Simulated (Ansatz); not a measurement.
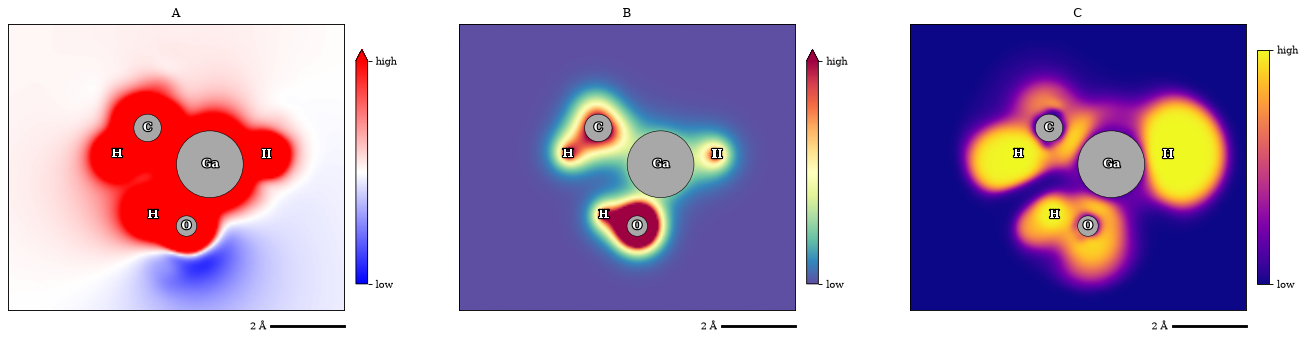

CH$_{5}$GaO: 3 fields on the plane of atoms O3, Ga1 and H5, with unlabelled colour scales. Grey discs cover the atomic cores.

Not at a stationary point (largest force 0.7 eV/Å).

Theory: Ansatz 0.2.0, RKS PBE/def2-SVP.

| atom | x (Å) | y (Å) | z (Å) |
| --- | --- | --- | --- |
| Ga | -0.8907 | 0.0730 | -0.6317 |
| C | 0.6473 | 0.5814 | 0.5031 |
| O | -0.7001 | -1.7290 | -0.6083 |
| H | 0.0896 | -1.6858 | -0.0344 |
| H | -2.0584 | 0.7370 | -1.4364 |
| H | 0.3602 | 1.1947 | 1.3839 |
| H | 1.4075 | 1.1665 | -0.0574 |
| H | 1.1446 | -0.3377 | 0.8812 |

Question: Which field does each panel show? The fields are: electron density, electron localisation function and electrostatic potential.

Answer: Panel A: electrostatic potential (strongly positive close to the atoms, with negative regions outside electron-rich atoms). Panel B: electron density. Panel C: electron localisation function. From the grid: Ga–O (1.81 Å): ρ at the midpoint is about 0.85 e/Å³; the ELF peaks at about 0.85 in the valence shell of O, 0.5 Å from its nucleus, and is about 0.25 at the midpoint. C–Ga (1.98 Å): the density is about 0.77 e/Å³ at the midpoint; the ELF peaks at about 0.90 in the valence shell of C, 0.7 Å from its nucleus, and is about 0.60 at the midpoint.
